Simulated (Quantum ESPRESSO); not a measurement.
# Collinear magnetic orders of BaMn2Sb2 with Quantum ESPRESSO, part 2 of 2

Does BaMn2Sb2 prefer parallel or opposed moments, or none?

Quantum ESPRESSO 7.5; LDA; plane waves with GBRV 1.5 LDA potentials, no spin-orbit coupling.

So far, absolute magnetization (μB): step 2 (start 1: ferro ++) 7.64.

### 3. Run 2 (antiferro q=(1/2,1/2,1/2) +−−+)

The cell is doubled to 10 atoms to hold this order. The wavevector q is in fractions of the reciprocal vectors of the crystal's primitive cell, as the cells of these inputs are built from it; moments change sign between cells as cos(2π q·R).

Contents of pw.in:

```
&CONTROL
  calculation = 'scf'
  prefix = 'pwscf'
  outdir = './tmp'
  pseudo_dir = './pseudo'
  disk_io = 'nowf'
/
&SYSTEM
  ibrav = 0
  celldm(1) = 8
  nat = 10
  ntyp = 4
  ecutwfc = 40
  ecutrho = 280
  nbnd = 86
  occupations = 'smearing'
  smearing = 'fd'
  degauss = 0.00734986
  nspin = 2
  starting_magnetization(1) = 0
  starting_magnetization(2) = 0.2333
  starting_magnetization(3) = -0.2333
  starting_magnetization(4) = 0
/
&ELECTRONS
  conv_thr = 2d-08
  electron_maxstep = 150
  mixing_beta = 0.3
/
ATOMIC_SPECIES
Ba    137.3270 ba_lda_v1.uspp.F.UPF
Mn1    54.9380 mn_lda_v1.5.uspp.F.UPF
Mn2    54.9380 mn_lda_v1.5.uspp.F.UPF
Sb    121.7600 sb_lda_v1.4.uspp.F.UPF
CELL_PARAMETERS alat
  -1.0701297000936    1.0701297000936    3.0575352956698
   0.0000000000000    0.0000000000000    3.0575352956698
   0.0000000000000    1.0701297000936    0.0000000000000
ATOMIC_POSITIONS crystal
Ba      0.0000000000    0.0000000000    0.0000000000
Ba      0.5000000000    0.0000000000    0.0000000000
Mn1     0.0000000000    0.2500000000    0.5000000000
Mn2     0.5000000000    0.2500000000    0.5000000000
Mn2     0.5000000000    0.7500000000    0.5000000000
Mn1     0.0000000000    0.7500000000    0.5000000000
Sb      0.0000000000    0.6362330000    0.0000000000
Sb      0.5000000000    0.6362330000    0.0000000000
Sb      0.0000000000    0.3637670000    0.0000000000
Sb      0.5000000000    0.3637670000    0.0000000000
K_POINTS automatic
4 8 8 0 0 0
```

On the command line:

```sh
> OMP_NUM_THREADS=1 mpirun -n 4 pw.x -nk 4 -in pw.in > pw.out
```

The program printed:

```text
[banner, memory and clock lines left out]
Program PWSCF v.7.5 starts

     Message from routine setup:
     using ibrav=0 with symmetry is DISCOURAGED, use correct ibrav instead

     bravais-lattice index     =            0
     lattice parameter (alat)  =       8.0000  a.u.
     unit-cell volume          =    1792.7275 (a.u.)^3
     number of atoms/cell      =           10
     number of atomic types    =            4
     number of electrons       =       140.00
     number of Kohn-Sham states=           86
     kinetic-energy cutoff     =      40.0000  Ry
     charge density cutoff     =     280.0000  Ry
     scf convergence threshold =      2.0E-08
     mixing beta               =       0.3000
     number of iterations used =            8  plain     mixing
     Exchange-correlation=  SLA  PZ   NOGX NOGC
                           (   1   1   0   0   0   0   0)

     celldm(1)=   8.000000  celldm(2)=   0.000000  celldm(3)=   0.000000
     celldm(4)=   0.000000  celldm(5)=   0.000000  celldm(6)=   0.000000

     crystal axes: (cart. coord. in units of alat)
               a(1) = (  -1.070130   1.070130   3.057535 )
               a(2) = (   0.000000   0.000000   3.057535 )
               a(3) = (   0.000000   1.070130   0.000000 )

     reciprocal axes: (cart. coord. in units 2 pi/alat)
               b(1) = ( -0.934466  0.000000  0.000000 )
               b(2) = (  0.934466 -0.000000  0.327061 )
               b(3) = (  0.934466  0.934466 -0.000000 )

     PseudoPot. # 1 for Ba read from file:
     ba_lda_v1.uspp.F.UPF
     Pseudo is Ultrasoft + core correction, Zval = 10.0

     PseudoPot. # 2 for Mn read from file:
     mn_lda_v1.5.uspp.F.UPF
     Pseudo is Ultrasoft + core correction, Zval = 15.0

     PseudoPot. # 3 for Mn read from file:
     mn_lda_v1.5.uspp.F.UPF
     Pseudo is Ultrasoft + core correction, Zval = 15.0

     PseudoPot. # 4 for Sb read from file:
     sb_lda_v1.4.uspp.F.UPF
     Pseudo is Ultrasoft + core correction, Zval = 15.0

     atomic species   valence    mass     pseudopotential
     Ba               10.00   137.32700     Ba( 1.00)
     Mn1              15.00    54.93800     Mn( 1.00)
     Mn2              15.00    54.93800     Mn( 1.00)
     Sb               15.00   121.76000     Sb( 1.00)

     Starting magnetic structure
     atomic species   magnetization
     Ba              0.000
     Mn1             0.233
     Mn2            -0.233
     Sb              0.000

     16 Sym. Ops., with inversion, found ( 8 have fractional translation)

   Cartesian axes

     site n.     atom                  positions (alat units)
         1        Ba     tau(   1) = (   0.0000000   0.0000000   0.0000000  )
         2        Ba     tau(   2) = (  -0.5350649   0.5350649   1.5287676  )
         3        Mn1    tau(   3) = (   0.0000000   0.5350649   0.7643838  )
         4        Mn2    tau(   4) = (  -0.5350649   1.0701297   2.2931515  )
         5        Mn2    tau(   5) = (  -0.5350649   1.0701297   3.8219191  )
         6        Mn1    tau(   6) = (   0.0000000   0.5350649   2.2931515  )
         7        Sb     tau(   7) = (   0.0000000   0.0000000   1.9453049  )
         8        Sb     tau(   8) = (  -0.5350649   0.5350649   3.4740725  )
         9        Sb     tau(   9) = (   0.0000000   0.0000000   1.1122304  )
        10        Sb     tau(  10) = (  -0.5350649   0.5350649   2.6409981  )

     number of k points=    39  Fermi-Dirac smearing, width (Ry)=  0.0073
                       cart. coord. in units 2pi/alat
        k(    1) = (   0.0000000   0.0000000   0.0000000), wk =   0.0039062
        k(    2) = (   0.1168083   0.1168083   0.0000000), wk =   0.0156250
        k(    3) = (   0.2336165   0.2336165   0.0000000), wk =   0.0156250
        k(    4) = (   0.3504248   0.3504248   0.0000000), wk =   0.0156250
        k(    5) = (  -0.4672331  -0.4672331   0.0000000), wk =   0.0039062
        [... 34 further k-points ...]

     Dense  grid:   141595 G-vectors     FFT dimensions: ( 150, 135,  45)

     Smooth grid:    61359 G-vectors     FFT dimensions: ( 120, 100,  36)

     Check: negative core charge=   -0.000022
     Generating pointlists ...
     new r_m :   0.3563 (alat units)  2.8504 (a.u.) for type    1
     new r_m :   0.2633 (alat units)  2.1060 (a.u.) for type    2
     new r_m :   0.2633 (alat units)  2.1060 (a.u.) for type    3
     new r_m :   0.2633 (alat units)  2.1060 (a.u.) for type    4

     Initial potential from superposition of free atoms

     starting charge     133.9743, renormalised to     140.0000

     negative rho (up, down):  1.034E-01 1.034E-01
     Starting wfcs are  114 randomized atomic wfcs

     Self-consistent Calculation

     iteration #  1     ecut=    40.00 Ry     beta= 0.30
     Davidson diagonalization with overlap
     ethr =  1.00E-02,  avg # of iterations =  3.5

     negative rho (up, down):  9.343E-02 9.341E-02

     total energy              =   -1712.63676968 Ry
     estimated scf accuracy    <      32.23651691 Ry

     total magnetization       =    -0.01 Bohr mag/cell
     absolute magnetization    =     8.48 Bohr mag/cell

     iteration #  2     ecut=    40.00 Ry     beta= 0.30
     Davidson diagonalization with overlap
     ethr =  1.00E-02,  avg # of iterations =  5.2

     negative rho (up, down):  9.223E-02 9.221E-02

     total energy              =   -1718.17059102 Ry
     estimated scf accuracy    <      87.75866119 Ry

     total magnetization       =    -0.00 Bohr mag/cell
     absolute magnetization    =     1.00 Bohr mag/cell

     [... further iterations left out ...]

     iteration # 16     ecut=    40.00 Ry     beta= 0.30
     Davidson diagonalization with overlap
     ethr =  7.64E-11,  avg # of iterations =  4.2

     negative rho (up, down):  9.018E-02 9.018E-02

     total energy              =   -1723.89404960 Ry
     estimated scf accuracy    <       0.00000007 Ry

     total magnetization       =    -0.00 Bohr mag/cell
     absolute magnetization    =    15.47 Bohr mag/cell

     iteration # 17     ecut=    40.00 Ry     beta= 0.30
     Davidson diagonalization with overlap
     ethr =  5.33E-11,  avg # of iterations =  2.6

     negative rho (up, down):  9.018E-02 9.018E-02

     Magnetic moment per site  (integrated on atomic sphere of radius R)
     atom   1 (R=0.356)  charge=  8.1834  magn= -0.0000
     atom   2 (R=0.356)  charge=  8.1834  magn=  0.0000
     atom   3 (R=0.263)  charge= 13.5269  magn=  3.4978
     atom   4 (R=0.263)  charge= 13.5268  magn= -3.4979
     atom   5 (R=0.263)  charge= 13.5268  magn= -3.4979
     atom   6 (R=0.263)  charge= 13.5269  magn=  3.4978
     atom   7 (R=0.263)  charge= 12.3193  magn=  0.0000
     atom   8 (R=0.263)  charge= 12.3193  magn=  0.0000
     atom   9 (R=0.263)  charge= 12.3193  magn=  0.0000
     atom  10 (R=0.263)  charge= 12.3193  magn=  0.0000

     End of self-consistent calculation

     [... lines left out ...]
     the Fermi energy is    10.5630 ev

!    total energy              =   -1723.89404961 Ry
     estimated scf accuracy    <          2.3E-09 Ry
     smearing contrib. (-TS)   =      -0.01526132 Ry
     internal energy E=F+TS    =   -1723.87878829 Ry

     The total energy is F=E-TS. E is the sum of the following terms:
     one-electron contribution =   -1058.52989585 Ry
     hartree contribution      =     589.89668046 Ry
     xc contribution           =    -334.37239239 Ry
     ewald contribution        =    -920.87318051 Ry

     total magnetization       =    -0.00 Bohr mag/cell
     absolute magnetization    =    15.47 Bohr mag/cell

     convergence has been achieved in  17 iterations
```

Elapsed: 11 min, on 4 MPI ranks of Intel Xeon Platinum 8559C (Emerald Rapids), shared host; peak memory 2.5 GiB.

Spin moment in the atom's sphere by atom:

| atom | spin moment in the atom's sphere (μB) |
| --- | --- |
| Ba1 | 0.00 |
| Ba2 | 0.00 |
| Mn3 | 3.50 |
| Mn4 | -3.50 |
| Mn5 | -3.50 |
| Mn6 | 3.50 |
| Sb7 | 0.00 |
| Sb8 | 0.00 |
| Sb9 | 0.00 |
| Sb10 | 0.00 |

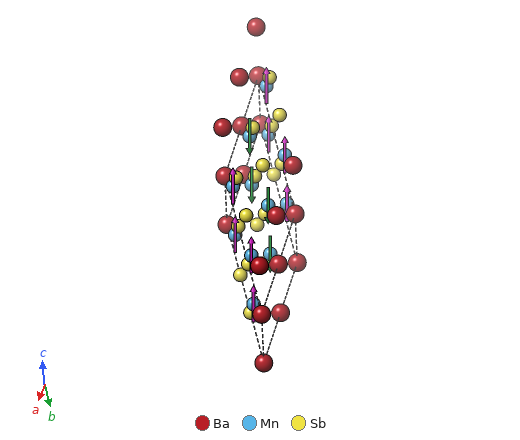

Spin moment in the atom's sphere as arrows, the longest 3.50 μB. Up and down stand for the sign. Arrows give size and sign along the axis of quantisation, drawn up and down the page. The two directions have two colours. 1×1×2 cells are drawn. Some periodic images of atoms are drawn too.

This step gave:

- smearing term TS: 0.2076 eV
- magnetization: 0 μB
- absolute magnetization: 15.47 μB
- final state: antiferromagnetic

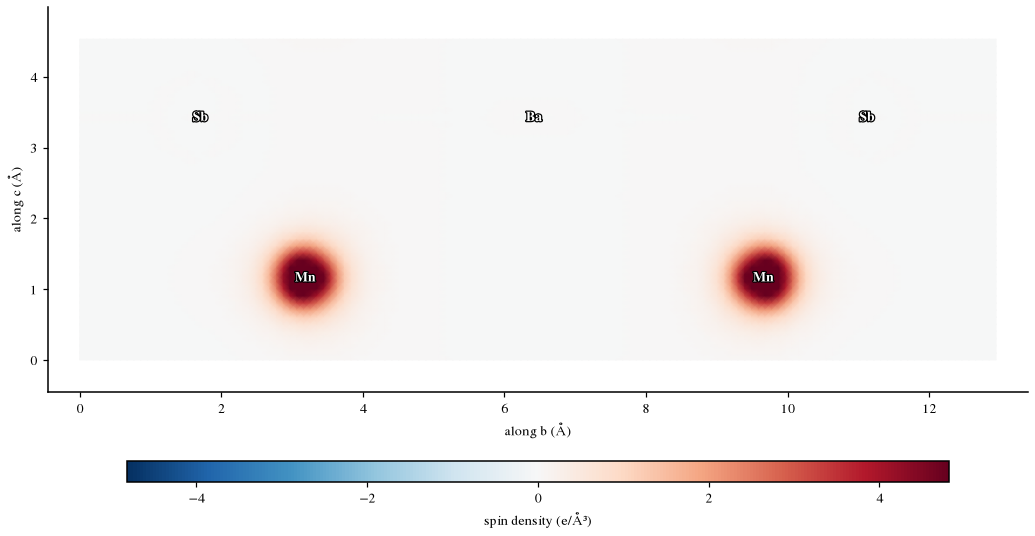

Spin density in the bc plane at fractional x = 0.000, with atoms of Ba and Mn and Sb within 0.2 Å of it. The map starts off the cell's origin, so that atoms lie inside it.

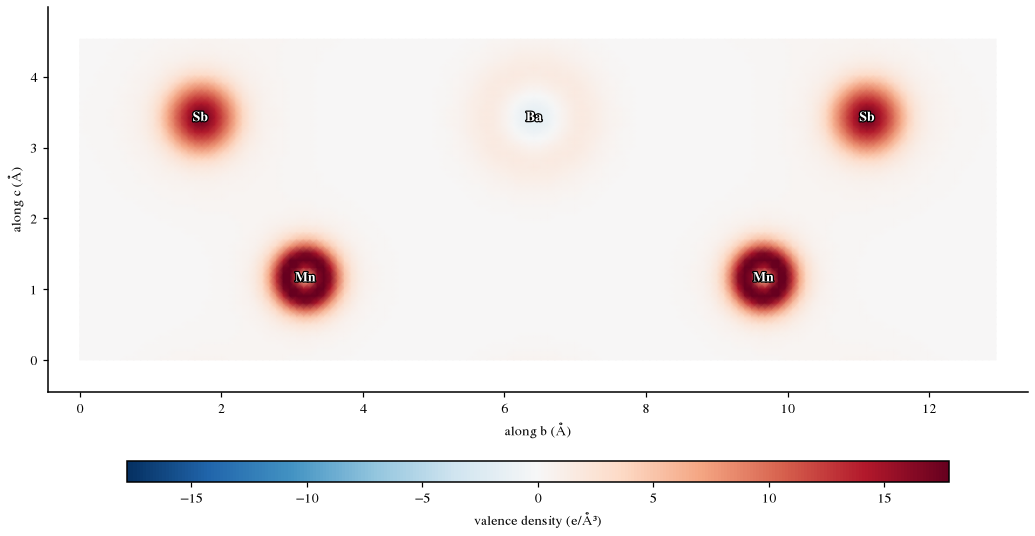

Valence density in the bc plane at fractional x = 0.000, with atoms of Ba and Mn and Sb within 0.2 Å of it. It is the smooth field of the valence electrons, not physical close to the nuclei. The map starts off the cell's origin, so that atoms lie inside it.

### 4. Start 3: antiferro +−

Contents of pw.in:

```
&CONTROL
  calculation = 'scf'
  prefix = 'pwscf'
  outdir = './tmp'
  pseudo_dir = './pseudo'
  disk_io = 'nowf'
/
&SYSTEM
  ibrav = 0
  celldm(1) = 8
  nat = 5
  ntyp = 4
  ecutwfc = 40
  ecutrho = 280
  nbnd = 45
  occupations = 'smearing'
  smearing = 'fd'
  degauss = 0.00734986
  nspin = 2
  starting_magnetization(1) = 0
  starting_magnetization(2) = 0.2333
  starting_magnetization(3) = -0.2333
  starting_magnetization(4) = 0
/
&ELECTRONS
  conv_thr = 1d-08
  electron_maxstep = 150
  mixing_beta = 0.3
/
ATOMIC_SPECIES
Ba    137.3270 ba_lda_v1.uspp.F.UPF
Mn1    54.9380 mn_lda_v1.5.uspp.F.UPF
Mn2    54.9380 mn_lda_v1.5.uspp.F.UPF
Sb    121.7600 sb_lda_v1.4.uspp.F.UPF
CELL_PARAMETERS alat
  -0.5350648500468    0.5350648500468    1.5287676478349
   0.5350648500468   -0.5350648500468    1.5287676478349
   0.5350648500468    0.5350648500468   -1.5287676478349
ATOMIC_POSITIONS crystal
Ba      0.0000000000    0.0000000000    0.0000000000
Mn1     0.7500000000    0.2500000000    0.5000000000
Mn2     0.2500000000    0.7500000000    0.5000000000
Sb      0.6362330000    0.6362330000    0.0000000000
Sb      0.3637670000    0.3637670000    0.0000000000
K_POINTS automatic
8 8 8 0 0 0
```

The program printed:

```text
     [... lines left out ...]
Program PWSCF v.7.5 starts
     [... lines left out ...]
     number of atoms/cell      =            5
     [... lines left out ...]
     number of electrons       =        70.00
     number of Kohn-Sham states=           45
     kinetic-energy cutoff     =      40.0000  Ry
     charge density cutoff     =     280.0000  Ry
     scf convergence threshold =      1.0E-08
     [... lines left out ...]
      8 Sym. Ops. (no inversion) found
     [... lines left out ...]
     number of k points=    59  Fermi-Dirac smearing, width (Ry)=  0.0073
     [... lines left out ...]
     iteration # 17     ecut=    40.00 Ry     beta= 0.30
     [... lines left out ...]
     Magnetic moment per site  (integrated on atomic sphere of radius R)
     atom   1 (R=0.356)  charge=  8.1792  magn=  0.0000
     atom   2 (R=0.263)  charge= 13.5246  magn=  3.5257
     atom   3 (R=0.263)  charge= 13.5246  magn= -3.5257
     atom   4 (R=0.263)  charge= 12.3216  magn=  0.0000
     atom   5 (R=0.263)  charge= 12.3216  magn=  0.0000
     [... lines left out ...]
     the Fermi energy is    10.4785 ev
!    total energy              =    -861.94915560 Ry
     estimated scf accuracy    <          2.8E-09 Ry
     smearing contrib. (-TS)   =      -0.00395858 Ry
     [... lines left out ...]
     total magnetization       =    -0.00 Bohr mag/cell
     absolute magnetization    =     7.82 Bohr mag/cell
     convergence has been achieved in  17 iterations
```

Elapsed: 3.5 min, on 4 MPI ranks; peak memory 1.2 GiB; 14 min of CPU time.

Spin moment in the atom's sphere by atom:

| atom | spin moment in the atom's sphere (μB) |
| --- | --- |
| Ba1 | 0.00 |
| Mn2 | 3.53 |
| Mn3 | -3.53 |
| Sb4 | 0.00 |
| Sb5 | 0.00 |

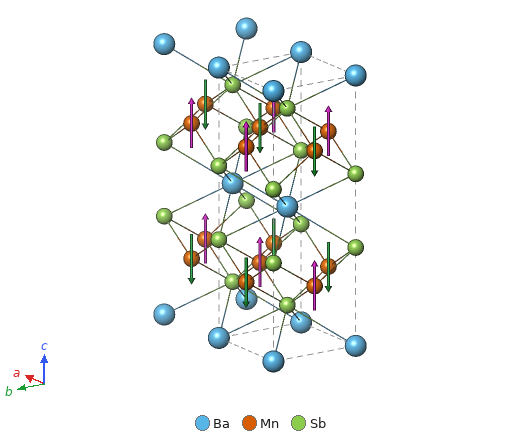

Spin moment in the atom's sphere as arrows, the longest 3.53 μB. Up and down stand for the sign. Arrows give size and sign along the axis of quantisation, drawn up and down the page. The two directions have two colours. 2×1×1 conventional cells are drawn. Some periodic images of atoms are drawn too.

Numbers from this step:

```
smearing term TS       : 0.05386 eV
magnetization          : 0 μB
absolute magnetization : 7.818 μB
final state            : antiferromagnetic
```

### 5. Run 4, typed as no spin polarisation

Contents of pw.in:

```
&CONTROL
  calculation = 'scf'
  prefix = 'pwscf'
  outdir = './tmp'
  pseudo_dir = './pseudo'
  disk_io = 'nowf'
/
&SYSTEM
  ibrav = 0
  celldm(1) = 8
  nat = 5
  ntyp = 3
  ecutwfc = 40
  ecutrho = 280
  nbnd = 45
  occupations = 'smearing'
  smearing = 'fd'
  degauss = 0.00734986
/
&ELECTRONS
  conv_thr = 1d-08
  electron_maxstep = 150
  mixing_beta = 0.3
/
ATOMIC_SPECIES
Ba    137.3270 ba_lda_v1.uspp.F.UPF
Mn     54.9380 mn_lda_v1.5.uspp.F.UPF
Sb    121.7600 sb_lda_v1.4.uspp.F.UPF
CELL_PARAMETERS alat
  -0.5350648500468    0.5350648500468    1.5287676478349
   0.5350648500468   -0.5350648500468    1.5287676478349
   0.5350648500468    0.5350648500468   -1.5287676478349
ATOMIC_POSITIONS crystal
Ba      0.0000000000    0.0000000000    0.0000000000
Mn      0.7500000000    0.2500000000    0.5000000000
Mn      0.2500000000    0.7500000000    0.5000000000
Sb      0.6362330000    0.6362330000    0.0000000000
Sb      0.3637670000    0.3637670000    0.0000000000
K_POINTS automatic
8 8 8 0 0 0
```

The program printed:

```text
     [... lines left out ...]
Program PWSCF v.7.5 starts
     [... lines left out ...]
     number of atoms/cell      =            5
     [... lines left out ...]
     number of electrons       =        70.00
     number of Kohn-Sham states=           45
     kinetic-energy cutoff     =      40.0000  Ry
     charge density cutoff     =     280.0000  Ry
     scf convergence threshold =      1.0E-08
     [... lines left out ...]
     16 Sym. Ops., with inversion, found
     [... lines left out ...]
     number of k points=    59  Fermi-Dirac smearing, width (Ry)=  0.0073
     [... lines left out ...]
     iteration # 15     ecut=    40.00 Ry     beta= 0.30
     [... lines left out ...]
     the Fermi energy is    10.1280 ev
!    total energy              =    -861.81897077 Ry
     estimated scf accuracy    <          1.5E-09 Ry
     smearing contrib. (-TS)   =      -0.02593203 Ry
     [... lines left out ...]
     convergence has been achieved in  15 iterations
```

Elapsed: 97 s, on 4 MPI ranks; peak memory 0.8 GiB.

This step gave:

```yaml
smearing_term_ts: 0.3528 eV
final_state: non-magnetic (no spin polarisation)
```

### 6. Energies of the orders

An order is kept where moments of 0.15 μB or more survive with the typed signs; meshes match where a doubled cell samples the same k points as the first cell.

Orders:

| start | final state | typed order kept | energy over the lowest (meV a seeded atom) | largest site moment (μB) | net moment (μB a cell of the first run) | mesh matched | CPU time (s) |
| --- | --- | --- | --- | --- | --- | --- | --- |
| ferro ++ | ferromagnetic | yes | 195.4 | 3.442 | 7.303 | yes | 810.7 |
| antiferro q=(1/2,1/2,1/2) +--+ | antiferromagnetic | yes | 14.5 | 3.498 | 0 | yes | 2558 |
| antiferro +- | antiferromagnetic | yes | 0 | 3.526 | 0 | yes | 841.7 |
| no spin polarisation | non-magnetic | - | 885.6 | 0 | 0 | yes | 387.4 |

### 7. Results

```
lowest state found      : antiferromagnetic (from antiferro +-)
largest site moment     : 3.53 μB
next state with moments : antiferromagnetic, 14.5 meV a seeded atom higher
state without moments   : 886 meV a seeded atom higher
```

What this shows: Forming the moments gains more than four times the spread of the orders, as local moments do. The smearing terms TS of the orders run from 27 to 82 meV a seeded atom, so the differences would change at a smaller width: an order with a larger TS is lowered more by the smearing. Only these 4 starts were compared; other wavevectors, canted and longer-period orders were not. Energies are free energies at an electronic temperature of 1160 K, which lowers moments and differences where the moments are itinerant.

[Logs and program files are shortened in this print: banners, set-up blocks, solver, clock and traceback lines can be left out without a mark of their own.]

[Logs are printed without paths, hosts, clocks, repeated set-up lines and the standing remarks that a program may print on its own settings, such as how far it seeks lower states.]

[Hosts, paths, dates, database ids (printed as entryN), source tags and the programs' standing remarks are cut or masked in the printed files.]

[Where a cell is said to come from a database of computed structures, the database is the Materials Project.]
